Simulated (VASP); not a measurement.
Band structure of Rb (bcc). Level of theory: SCAN meta-GGA, VASP's PBE PAW potentials (set 64) (plane waves; VASP).

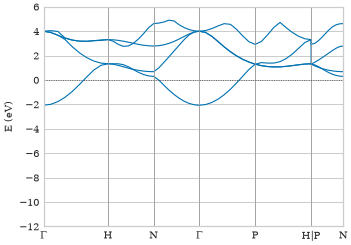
Fig. 1. Bands along high-symmetry lines, zero at the valence-band maximum or, without a gap, the Fermi level

Question: Read the plot: is there a gap, and where are the band edges?

Answer: It has no gap at this level: it comes out as a metal or semimetal.

The compound is Rb in the bcc structure. It was relaxed first.
